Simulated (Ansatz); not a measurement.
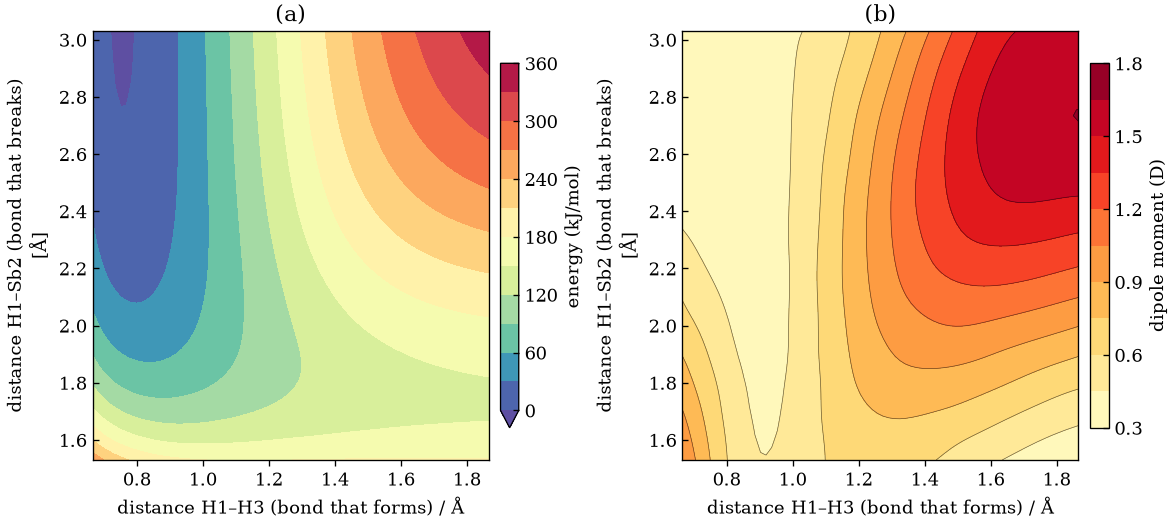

The reacting system H4Sb (fragments H₃Sb + H where the first distance is long, H₂ + H₂Sb where the second is long), spin multiplicity 2. First axis: distance H1–H3 (bond that forms). Second axis: distance H1–Sb2 (bond that breaks). Relaxed at each point: all other coordinates. The scan uses a 13 × 13 grid. Points are written as (first, second). Energies are in kJ/mol, from the lowest grid point. Method: UKS PBE-D4/def2-TZVP (Ansatz).

Panel (a) is the energy; panel (b) is the computed dipole moment, in D.

Drawn: filled contours. Between grid points the surface is interpolated.

### How does the dipole moment vary over the map, and what is it at the lowest grid point?

Leaving out the highest fifth of the energies, it runs from 0.34 D at (0.720 Å, 2.724 Å) to 1.23 D at (1.389 Å, 2.434 Å). At the lowest grid point, (0.720 Å, 3.030 Å), it is 0.34 D. That point lies on the edge of the scan.

```tsv
second ↓, first →	0.666	0.720	0.794	0.878	0.970	1.068	1.171	1.278	1.389	1.504	1.621	1.742	1.866
3.030	0.35	0.34	0.36	0.38	0.42	0.48	0.60	0.77	1.00	1.24	1.45	1.53	1.50
2.875	0.35	0.35	0.36	0.38	0.42	0.52	0.65	0.85	1.10	1.34	1.53	1.62	1.61
2.724	0.35	0.34	0.34	0.37	0.42	0.53	0.71	0.93	1.17	1.41	1.57	1.64	1.65
2.577	0.38	0.36	0.35	0.35	0.42	0.56	0.75	0.98	1.22	1.42	1.55	1.60	1.60
2.434	0.40	0.38	0.35	0.36	0.43	0.57	0.78	1.01	1.23	1.39	1.49	1.50	1.48
2.295	0.48	0.43	0.38	0.36	0.43	0.58	0.79	1.01	1.19	1.32	1.37	1.35	1.31
2.161	0.56	0.49	0.42	0.37	0.42	0.59	0.79	0.98	1.13	1.21	1.22	1.19	1.14
2.032	0.64	0.56	0.46	0.39	0.43	0.58	0.77	0.94	1.04	1.08	1.06	1.01	0.95
1.910	0.74	0.64	0.50	0.41	0.43	0.58	0.75	0.88	0.95	0.96	0.90	0.84	0.77
1.795	0.83	0.71	0.55	0.43	0.44	0.57	0.72	0.83	0.85	0.82	0.77	0.69	0.62
1.690	0.91	0.77	0.58	0.45	0.46	0.58	0.69	0.76	0.75	0.71	0.64	0.56	0.49
1.597	0.99	0.82	0.61	0.46	0.47	0.57	0.66	0.70	0.68	0.61	0.53	0.45	0.40
1.530	1.04	0.85	0.62	0.47	0.48	0.57	0.65	0.66	0.63	0.54	0.46	0.39	0.35
```
